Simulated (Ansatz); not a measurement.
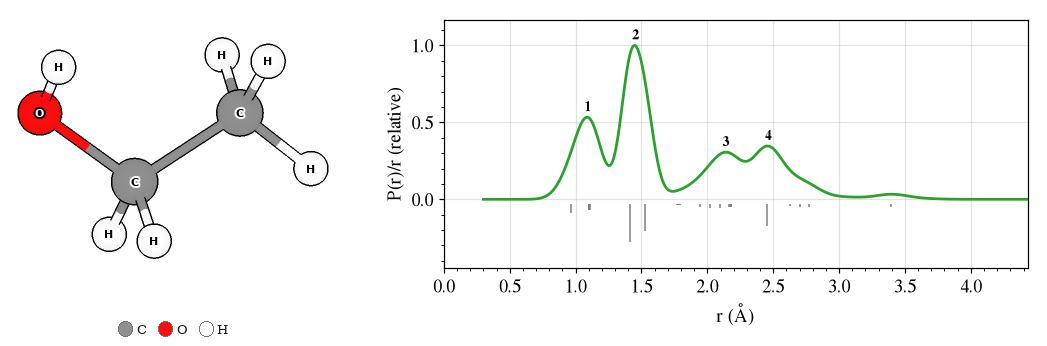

Simulated gas electron diffraction: radial distribution curve of C2H6O. Each pair of atoms contributes with weight ZᵢZⱼ/r (bars below the curve); damping constant 0.0015 Å²; vibrational amplitudes assumed, not computed: 0.05 Å for bonds, 0.078 Å for bonds to H, 0.06 + 0.015 r up to 0.15 Å for other pairs. The geometry is the end point of an optimisation (Ansatz 0.2.0, RKS B3LYP-D4/def2-SVP); it may be a saddle point or a higher isomer. SMILES: CCO.

### Assign the numbered peaks of the radial distribution curve (– bonded, ··· not bonded).

Peak 1, 1.09 Å: O–H 0.97 Å, C–H 1.10–1.11 Å (×5), not resolved
Peak 2, 1.45 Å: O–C 1.41 Å, C–C 1.52 Å, not resolved
Peak 3, 2.14 Å: C···H 1.94–2.18 Å (×6), O···H 2.02–2.09 Å (×2), not resolved
Peak 4, 2.46 Å: H···H 2.35–2.54 Å (×6), O···C 2.45 Å, C···H 2.62 Å, O···H 2.71 Å, not resolved; in its flanks O···H 2.77 Å
